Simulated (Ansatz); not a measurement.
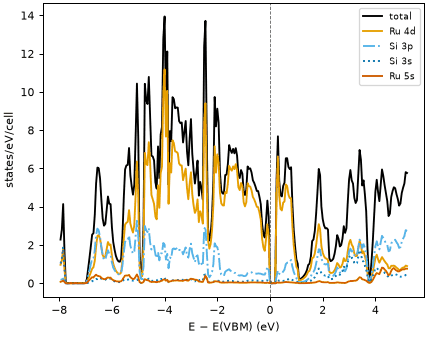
*Total and projected density of states of SiRu in space group P2_13 (No. 198; Si on 4a, Ru on 4a), LDA in the plane-wave PAW code Ansatz*

Which orbitals carry the states next to the gap?

Top 1 eV of the valence band: Ru 4d 81 %, Si 3p 12 %. Bottom 1 eV of the conduction band: Ru 4d 80 %, Si 3p 15 %. Projections are on Löwdin-orthogonalised atomic valence shells; empty p or d shells of many metals are not among them.

Where is the tallest occupied peak in this window, and what makes it?

Near -4.0 eV, about 14 states/eV per cell; the largest projected share is Ru 4d.

The cell was relaxed with LDA under the symmetry of its start. No spin polarisation was allowed. Spin–orbit coupling is left out wherever it is not named.

Potentials: the later of the program's two PAW sets.
